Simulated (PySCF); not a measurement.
**C2H5BO (SMILES BC=CO): a chain of runs**

We compute a transition-state search (HF/4-31G), then the harmonic vibrations, then a single-point energy, then a single-point energy (MP2/ccECP-cc-pVDZ), then the energy of C2H5BO. 

Program for the calculation: PySCF 2.14.0.

## Step 1: The molecule

C2H5BO has 9 atoms, charge 0, and is taken as a singlet. SMILES: `BC=CO`. The run starts from this shape.

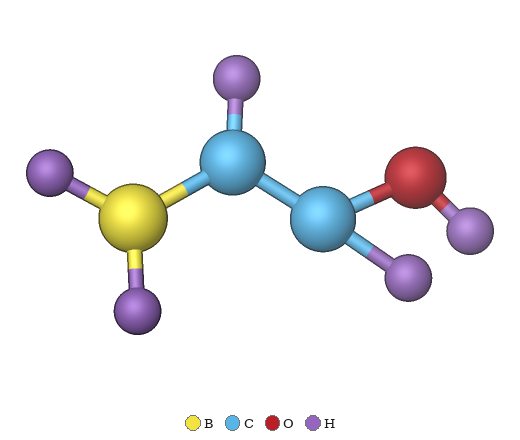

Viewed from a chosen angle; boron yellow, carbon blue, oxygen red, hydrogen purple.

## Step 2: A transition-state search at HF/4-31G (Cartesian functions, max memory mb 1860) (run 1)

Input file job.py:

```python
from pyscf import gto, scf
from pyscf.geomopt.geometric_solver import kernel as optimise

mol = gto.M(
    atom='''
B   -0.282800   0.909000  -1.314600
C    0.540200   0.034200  -0.399500
C   -0.034800  -0.431600   0.724200
O    0.600200  -1.212400   1.603600
H    0.160100   1.360100  -2.331100
H   -1.418300   1.160500  -1.013000
H    1.573400  -0.248500  -0.585700
H   -0.641975  -0.856381   1.801066
H    0.018100  -1.435700   2.334900
''',
    cart=True,
    basis='4-31g',
    verbose=3,
    spin=0,
    max_memory=1860,
)

mf = scf.RHF(mol)
converged, mol_eq = optimise(mf, maxsteps=60, transition=True, hessian=True)
print('converged:', converged)
print(mol_eq.tostring())

mf.reset(mol_eq)
mol = mol_eq
mf.kernel()
e_final = mf.e_tot
print('Final energy', e_final)
```

Launch:

```
OMP_NUM_THREADS=1 python job.py
```

The log of the run:

```text
converged SCF energy = -177.657973779864

[... 82 lines left out ...]
4 Imaginary Frequencies (cm^-1): 1349.411i 1003.398i 292.611i 241.657i
[... 68 lines left out ...]
converged SCF energy = -177.649739336325
[... 175 lines left out ...]
converged SCF energy = -177.696214766341
[... 175 lines left out ...]
converged SCF energy = -177.721892006954
[... 155 lines left out ...]
converged SCF energy = -177.724304474693
[... 145 lines left out ...]
Converged! =D
[... 1 line left out ...]
converged: True
B          -0.29791479        1.00076728       -1.45535558
C           0.35322157        0.09278280       -0.37781950
C          -0.36842331       -0.25012845        0.63685590
[... 5 lines of this table left out ...]
H           0.54364645       -1.84731201        2.67937505
converged SCF energy = -177.724314666563
Final energy -177.72431466656326
```

It took 1.9 min on 1 thread of Intel Xeon at 2.50GHz (Skylake/Cascade Lake), shared host; peak memory 0.14 GiB.

Step by step:

| step | energy from the first frame kept (eV) | largest force (eV/Å) |
| --- | --- | --- |
| 0 | 0.0000 | 10.7361 |
| 2 | 0.1202 | 10.5147 |
| 4 | 0.3602 | 9.4723 |
| 6 | 0.4930 | 7.3521 |
| 8 | 0.1899 | 4.9402 |
| 10 | -0.7227 | 3.3640 |
| 12 | -1.3294 | 2.5049 |
| 14 | -1.5141 | 1.7406 |
| 16 | -1.6980 | 0.9140 |
| 18 | -1.7793 | 0.6893 |
| 20 | -1.7813 | 0.6943 |
| 22 | -1.7992 | 0.3471 |
| 24 | -1.8049 | 0.1772 |
| 26 | -1.8050 | 0.0682 |
| 28 | -1.8052 | 0.0375 |
| 30 | -1.8052 | 0.0097 |
| 32 | -1.8052 | 0.0029 |

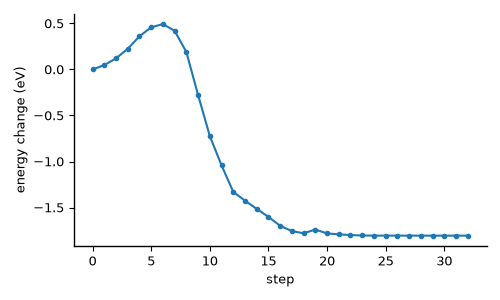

Energy along the run.

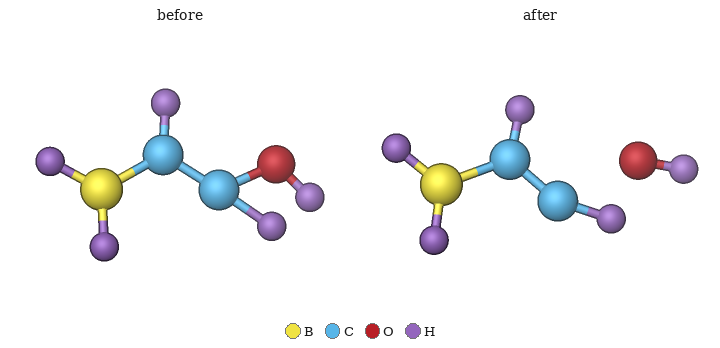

Before and after, at one scale.

After the run. Bond lengths: B1–C2 1.552 Å, C2–C3 1.291 Å, B1–H5 1.181 Å, B1–H6 1.183 Å, C2–H7 1.074 Å, C3–H8 1.158 Å, O4–H9 0.957 Å. Angles: B1–C2–C3 117.8°, B1–C2–H7 124.1°, C3–C2–H7 118.1°, C2–B1–H5 119.8°, C2–B1–H6 120.3°, C2–C3–H8 156.3°, H5–B1–H6 119.9°. A long contact: C3–O4 1.922 Å.

## Step 3: The harmonic vibrations at HF/4-31G (Cartesian functions, max memory mb 1860) (run 2)

Input file input.py:

```python
# BC=CO
import numpy
from pyscf import gto, scf, symm
from pyscf.hessian import thermo

mol = gto.M(
    atom='''
B     -0.416131     1.236714    -1.763084
C      0.235006     0.328730    -0.685548
C     -0.486639    -0.014181     0.329128
O      0.493781    -1.133876     1.545580
H      0.211798     1.571805    -2.706138
H     -1.537297     1.594405    -1.644410
H      1.245816    -0.031002    -0.731546
H     -0.721882    -0.538403     1.334548
H      0.425430    -1.611365     2.371647
''',
    max_memory=1860,
    charge=0,
    basis='4-31g',
    cart=True,
    verbose=3,
    spin=0,
)

hf = scf.RHF(mol)
hf.kernel()

energy = hf.e_tot
print('E(%s) = %.9f' % ('HF', energy))
hess = hf.Hessian().kernel()
modes = thermo.harmonic_analysis(mol, hess)
print('frequencies (1/cm)', numpy.round(modes['freq_wavenumber'], 1))
symm.geom.TOLERANCE = 1e-3  # for the symmetry number
th = thermo.thermo(hf, modes['freq_au'], 800, 101325)
thermo.dump_thermo(mol, th)
```

Launch:

```
OMP_NUM_THREADS=1 python input.py
```

The log of the run:

```text
converged SCF energy = -177.724314666595
E(HF) = -177.724314667
frequencies (1/cm) [   0. +1788.3j    0.  +621.1j  177.3   +0.j   185.4   +0.j
  323.9   +0.j   330.6   +0.j   441.3   +0.j   792.6   +0.j
  811.4   +0.j   930.7   +0.j   971.3   +0.j  1069.    +0.j
 1107.6   +0.j  1271.8   +0.j  1362.4   +0.j  1775.5   +0.j
 2720.3   +0.j  2783.3   +0.j  2804.3   +0.j  3361.6   +0.j
 3931.    +0.j ]
temperature 800.0000 [K]
pressure 101325.00 [Pa]
Rotational constants [GHz] 46.20461 3.45469 3.21435
Symmetry number 1
Zero-point energy (ZPE) 0.06186 [Eh]   162400.779 [J/mol]
                           tot       elec      trans        rot        vib
Entropy [J/mol/K]       401.261      0.000    179.436    112.529    109.296
Cv [J/mol/K]            124.606      0.000     12.472     12.472     99.662
Cp [J/mol/K]            132.920      0.000     20.786     12.472     99.662
Internal energy [J/mol]                      9977.352   9977.352 208017.397
Internal energy [Eh]   -177.63748  -177.72431
Enthalpy [J/mol]                            16628.920   9977.352 208017.397
Enthalpy [Eh]          -177.63495
Gibbs free energy [J/mol]                  -126920.071 -80045.843 120580.452
Gibbs free energy [Eh] -177.75722
```

Run time: 29 s. Hardware: 1 thread of Intel Xeon at 2.50GHz (Skylake/Cascade Lake), shared host; peak memory 0.13 GiB.

## Step 4: The energy at HF/4-31G (Cartesian functions, max memory mb 1860) (run 4)

Input file job.py:

```python
from pyscf import gto, scf

mol = gto.Mole()
mol.atom = '''
B       -0.282800       0.909000      -1.314600
C        0.540200       0.034200      -0.399500
C       -0.034800      -0.431600       0.724200
O        0.600200      -1.212400       1.603600
H        0.160100       1.360100      -2.331100
H       -1.418300       1.160500      -1.013000
H        1.573400      -0.248500      -0.585700
H       -1.067600      -0.181900       0.964200
H        0.018100      -1.435700       2.334900
'''
mol.spin = 0
mol.basis = '4-31g'
mol.cart = True
mol.charge = 0
mol.verbose = 3
mol.max_memory = 1860
mol.build()

mf = scf.RHF(mol)
mf.kernel()

etot = mf.e_tot
print(f'total energy: {etot:.8f} hartree')
```

Launch:

```
OMP_NUM_THREADS=1 python job.py
```

The log of the run:

```text
converged SCF energy = -177.893351971687
total energy: -177.89335197 hartree
```

It took 1.7 s on 1 thread of Intel Xeon at 2.50GHz (Skylake/Cascade Lake), shared host; peak memory 0.1 GiB.

## Step 5: A single-point energy at MP2/ccECP-cc-pVDZ (core potential, max memory mb 1860) (run 5)

Input file geometry.xyz:

```xyz
9

B     -0.297915     1.000767    -1.455356
C      0.353222     0.092783    -0.377820
C     -0.368423    -0.250128     0.636856
O      0.611997    -1.369823     1.853308
H      0.330014     1.335858    -2.398410
H     -1.419081     1.358458    -1.336682
H      1.364032    -0.266949    -0.423818
H     -0.603666    -0.774350     1.642276
H      0.543646    -1.847312     2.679375
```

Input file input.py:

```python
# BC=CO
from pyscf import gto, scf, mp

mol = gto.M(
    atom='geometry.xyz',
    verbose=4,
    ecp={'B': 'ccecp', 'C': 'ccecp', 'O': 'ccecp', 'H': 'ccecp'},
    basis='ccecp-cc-pvdz',
    max_memory=1860,
)

myscf = scf.RHF(mol)
myscf.kernel()

pt = mp.MP2(myscf).run()
e_final = pt.e_tot
print('E(%s) = %.9f' % ('MP2', e_final))
```

Launch:

```
OMP_NUM_THREADS=1 python input.py
```

The log of the run:

```text
PySCF version 2.14.0

[... 65 lines left out ...]
converged SCF energy = -32.1741543383454
[... 1 line left out ...]
******** <class 'pyscf.mp.mp2.RMP2'> ********
nocc = 11, nmo = 77
E(RMP2) = -32.6984287294042  E_corr = -0.524274391058817
E(SCS-RMP2) = -32.6959922247549  E_corr = -0.521837886409526
E_corr(same-spin) = -0.123797749455064
E_corr(oppo-spin) = -0.400476641603754
E(MP2) = -32.698428729
```

Run time: 14 s. Hardware: 1 thread of Intel Xeon at 2.50GHz (Skylake/Cascade Lake), shared host; peak memory 0.17 GiB.

## Step 6: The energy at MP2/ccECP-cc-pVDZ (core potential, max memory mb 1860) (run 6)

Input file start.xyz:

```xyz
9

B     -0.282800     0.909000    -1.314600
C      0.540200     0.034200    -0.399500
C     -0.034800    -0.431600     0.724200
O      0.600200    -1.212400     1.603600
H      0.160100     1.360100    -2.331100
H     -1.418300     1.160500    -1.013000
H      1.573400    -0.248500    -0.585700
H     -1.067600    -0.181900     0.964200
H      0.018100    -1.435700     2.334900
```

Input file calc.py:

```python
# BC=CO
from pyscf import gto, mp

mol = gto.Mole()
mol.atom = 'start.xyz'
mol.verbose = 4
mol.ecp = 'ccecp'
mol.charge = 0
mol.spin = 0
mol.basis = 'ccecp-cc-pvdz'
mol.max_memory = 1860
mol.build()

mf = mol.RHF()
mf.kernel()

pt = mp.MP2(mf).run()
energy = pt.e_tot
print('Final energy', energy)
```

Launch:

```
OMP_NUM_THREADS=1 python calc.py
```

The log of the run:

```text
PySCF version 2.14.0

[... 65 lines left out ...]
converged SCF energy = -32.3564469259427
[... 1 line left out ...]
******** <class 'pyscf.mp.mp2.RMP2'> ********
nocc = 11, nmo = 77
E(RMP2) = -32.869555522208  E_corr = -0.51310859626531
E(SCS-RMP2) = -32.8670767717093  E_corr = -0.510629845766589
E_corr(same-spin) = -0.121269772790519
E_corr(oppo-spin) = -0.391838823474791
Final energy -32.869555522207975
```

Run time: 14 s. Hardware: 1 thread of Intel Xeon at 2.50GHz (Skylake/Cascade Lake), shared host; peak memory 0.17 GiB.

## Step 7: Results

| quantity | value |
| --- | --- |
| run 1, HF/4-31G: total energy at the end | -177.72431 Eh |
| run 1, HF/4-31G: dipole moment | 1.61 D |
| run 1, HF/4-31G: HOMO energy | -10.58 eV |
| run 1, HF/4-31G: LUMO energy | 1.69 eV |
| run 1, HF/4-31G: HOMO–LUMO gap | 12.26 eV |
| run 2, HF/4-31G: lowest harmonic wavenumber | 1788i cm⁻¹ (imaginary) |
| run 2, HF/4-31G: highest harmonic wavenumber | 3931 cm⁻¹ |
| run 4, HF/4-31G: total energy | -177.89335 Eh |
| run 4, HF/4-31G: dipole moment | 3.08 D |
| run 4, HF/4-31G: HOMO energy | -9.71 eV |
| run 4, HF/4-31G: LUMO energy | 2.67 eV |
| run 4, HF/4-31G: HOMO–LUMO gap | 12.38 eV |
| run 5, MP2/ccECP-cc-pVDZ: total energy | -32.69843 Eh |
| run 5, MP2/ccECP-cc-pVDZ: dipole moment (Hartree–Fock density) | 1.45 D |
| run 5, MP2/ccECP-cc-pVDZ: HOMO energy (Hartree–Fock orbitals) | -10.82 eV |
| run 5, MP2/ccECP-cc-pVDZ: LUMO energy (Hartree–Fock orbitals) | 1.27 eV |
| run 5, MP2/ccECP-cc-pVDZ: HOMO–LUMO gap (Hartree–Fock orbitals) | 12.09 eV |
| run 5, MP2/ccECP-cc-pVDZ: correlation energy | -524.3 mEh |
| run 6, MP2/ccECP-cc-pVDZ: total energy | -32.86956 Eh |
| run 6, MP2/ccECP-cc-pVDZ: dipole moment (Hartree–Fock density) | 3.04 D |
| run 6, MP2/ccECP-cc-pVDZ: HOMO energy (Hartree–Fock orbitals) | -9.75 eV |
| run 6, MP2/ccECP-cc-pVDZ: LUMO energy (Hartree–Fock orbitals) | 2.35 eV |
| run 6, MP2/ccECP-cc-pVDZ: HOMO–LUMO gap (Hartree–Fock orbitals) | 12.10 eV |
| run 6, MP2/ccECP-cc-pVDZ: correlation energy | -513.1 mEh |

**Reading.** 2 modes are imaginary (lowest 1788i cm⁻¹): a higher-order saddle point. Mulliken charges (run 2, HF/4-31G) run from -0.94 on O4 to +0.47 on H8; they depend strongly on the basis. Mulliken charges (run 6, MP2/ccECP-cc-pVDZ) of the mean-field density run from -0.31 on O4 to +0.28 on H9; they depend strongly on the basis.
